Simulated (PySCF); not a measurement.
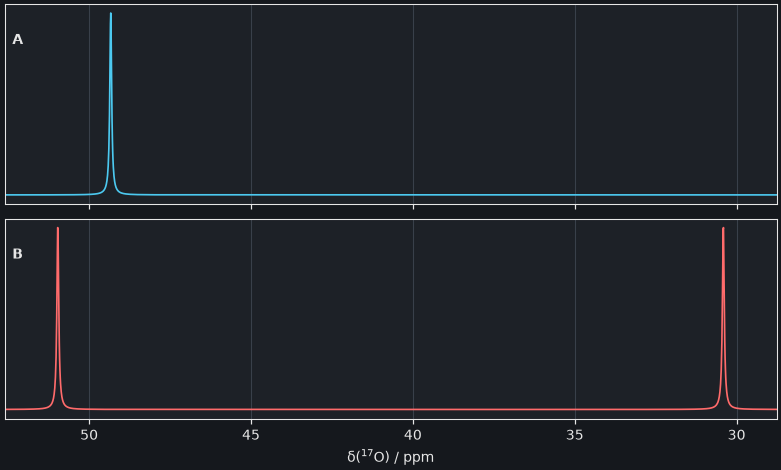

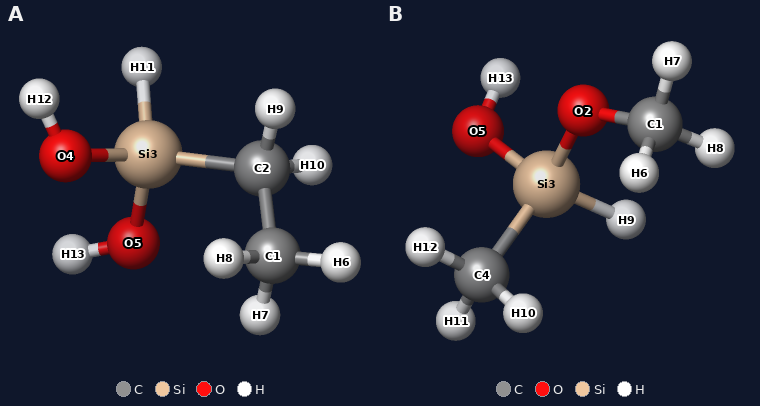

Related molecules: A is C₂H₈O₂Si, SMILES CC[SiH](O)O; B is C₂H₈O₂Si, SMILES CO[Si@@H](C)O. GIAO ¹⁷O shifts against H₂O (¹⁷O: a single water molecule, while the usual scale starts at liquid water and gives values some tens of ppm lower), PBE0/pcSseg-1, PySCF, at a PBE0-D3(BJ)/def2-SVP geometry (no frequency check); fully decoupled, line heights follow the number of nuclei within a panel, widths are arbitrary (no quadrupolar broadening); values of one conformer, averaged over nuclei that symmetry or rotation about single bonds exchange, these motions taken as fast; other conformers aren't averaged in.

### Assign the ¹⁷O signals of each molecule.

A: 49.3 (O4, O5)
B: 51.0 (O5); 30.4 (O2)
